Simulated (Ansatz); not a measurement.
Start from Cs2AgBiBr6 (space group Fm-3m, No. 225; a = 11.187 Å). Axes: x, y, z lie along the cube axes.

One thing is altered: the cell is stretched by 2.25 % along z with no lateral relaxation; the atoms relax in the strained cell.

Computed with PBEsol in Ansatz (plane waves to 420 eV, PAW, no spin-orbit coupling).

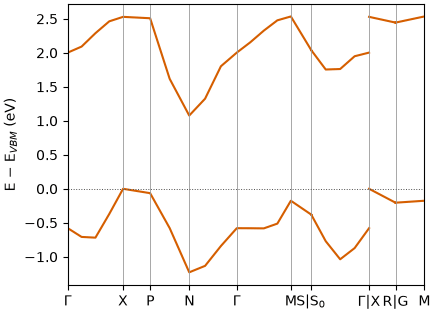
Highest valence and lowest conduction band along the path of the changed cell's own zone

Read the changed gap and its character from the plot.

About 1.08 eV, indirect, X → N.

Spin-orbit coupling, missing from the scalar runs, can matter with Bi. Whether these cells are dynamically stable was not tested. Labels are those of the standard path for the cell's own space group.

Ansatz is a program for electronic structure.
